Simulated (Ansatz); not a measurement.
```json
{"atom": "C", "x (Å)": "-1.3673", "y (Å)": "-1.5099", "z (Å)": "-0.5046"}
{"atom": "F", "x (Å)": "-0.3828", "y (Å)": "0.8281", "z (Å)": "0.6444"}
{"atom": "Si", "x (Å)": "-1.4881", "y (Å)": "0.3116", "z (Å)": "-0.4734"}
{"atom": "H", "x (Å)": "-1.2076", "y (Å)": "-2.0728", "z (Å)": "0.4382"}
{"atom": "H", "x (Å)": "-1.9114", "y (Å)": "-2.0896", "z (Å)": "-1.2747"}
```

Geometry: PBE-D3(BJ)/def2-SVP; ⟨S²⟩ = 0.82, above the pure value of 0.75.

Computed with isolated molecule in a Gaussian basis; Kohn-Sham density functional theory, functional PBE0 in Ansatz 0.2.0.

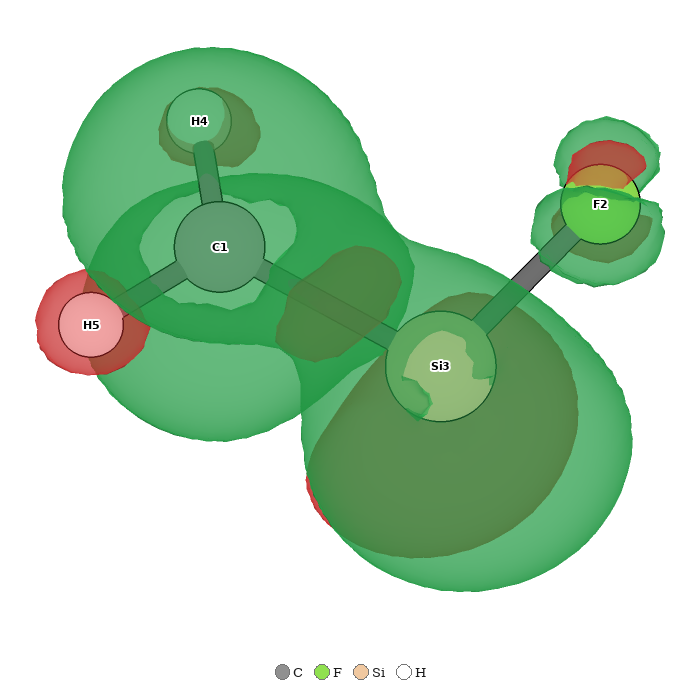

CH₂FSi (SMILES C=[Si]F) (doublet). Isosurfaces of the spin density (α minus β) at +0.015 (green) and −0.015 e/Å³ (red), seen at a tilt.

Where is the unpaired spin?

The unpaired spin (1 electron) lies mostly on C1 (about 0.6) and Si3 (about 0.3), in electrons by Hirshfeld's partition.
